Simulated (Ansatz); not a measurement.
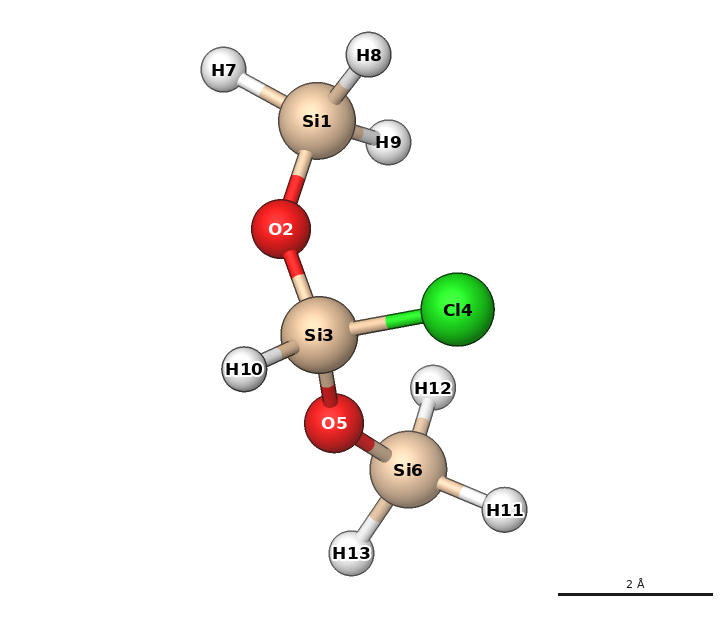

Numbered structure. The computed structure is the end point of a PBE0-D4/def2-TZVP optimisation. No frequency run is at hand to confirm it as a minimum.

Describe the coordination of atom 3.

Si3 has 4 neighbours (O2 at 1.61, Cl4 at 2.05, O5 at 1.61, H10 at 1.47 Å); the arrangement is tetrahedral.

How are the neighbours of atom 5 arranged?

O5 has 2 neighbours (Si3 at 1.61, Si6 at 1.64 Å); the arrangement is bent.

Describe the coordination of atom 1.

Si1 has 4 neighbours (O2 at 1.64, H7 at 1.48, H8 at 1.48, H9 at 1.49 Å); the arrangement is tetrahedral.

How are the neighbours of atom 2 arranged?

O2 has 2 neighbours (Si1 at 1.64, Si3 at 1.61 Å); the arrangement is bent.

What is the dihedral angle Cl4–Si3–O5–Si6?

41° in size, that is gauche.
